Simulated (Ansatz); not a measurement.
The relaxed structure here is a generated cell of TiAl3: the first start was made by placing the elements on the sites of a structure type, and the end was not matched to a known phase here, so it may be hypothetical. Known forms of TiAl3 include space group No. 139.

A relaxed structure of TiAl$_{3}$. Space group Cmmm (No. 65). Calculation: PBEsol (plane waves to 420 eV, PAW, scalar-relativistic; Ansatz, a first-principles code).

```cif
data_Al3Ti
_chemical_formula_sum 'Ti1 Al3'
_space_group_name_H-M_alt 'P 1'
_space_group_IT_number 1
_cell_length_a 4.93514
_cell_length_b 4.93514
_cell_length_c 2.83252
_cell_angle_alpha 90.000
_cell_angle_beta 90.000
_cell_angle_gamma 112.845
loop_
_space_group_symop_operation_xyz
  'x, y, z'
loop_
_atom_site_label
_atom_site_type_symbol
_atom_site_fract_x
_atom_site_fract_y
_atom_site_fract_z
_atom_site_occupancy
Ti1 Ti 0.00000 0.00000 0.00000 1
Al1 Al 0.50000 0.50000 0.00000 1
Al2 Al 0.00000 0.50000 0.50000 1
Al3 Al 0.50000 0.00000 0.50000 1
```

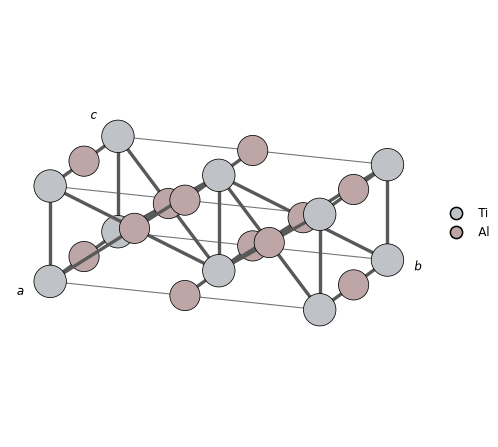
*The conventional cell of the relaxed structure*

Volume per atom: 15.89 Å³
Band gap: zero (metallic)
Shortest distances: Al–Ti 2.73 Å; Al–Al 2.73 Å; Ti–Ti 2.83 Å
k-mesh: 10×10×16

Band energies at high-symmetry points (eV from the Fermi level; labels of this space group; no spin-orbit coupling), from −5 eV up to 1.4 eV:

```tsv
point	energies
Γ	-4.61 -4.26 -3.59 -3.05 -1.78 -1.39 1.30
Y	-4.74 -1.09 -0.44 1.32
C0	-2.75 -1.30 -0.62 1.03
Σ0	-2.75 -1.30 -0.62 1.03
Z	-2.28 -1.86 -1.74 -0.33 -0.06 0.50 0.82 1.16
A0	-4.67 -4.66 -3.88 -3.87 -2.40 -2.31 -0.47 0.59 0.65 0.66
E0	-4.67 -4.66 -3.88 -3.87 -2.40 -2.31 -0.47 0.59 0.65 0.66
T	-4.12 -4.02 -3.75 -2.62 -1.55 -0.94 -0.14 0.43 1.11
```

No spin polarisation in the result.

The run could not lose the symmetry of its start, so the end can be a saddle point.

All atoms sit on sites fixed by symmetry, so only the cell could relax.
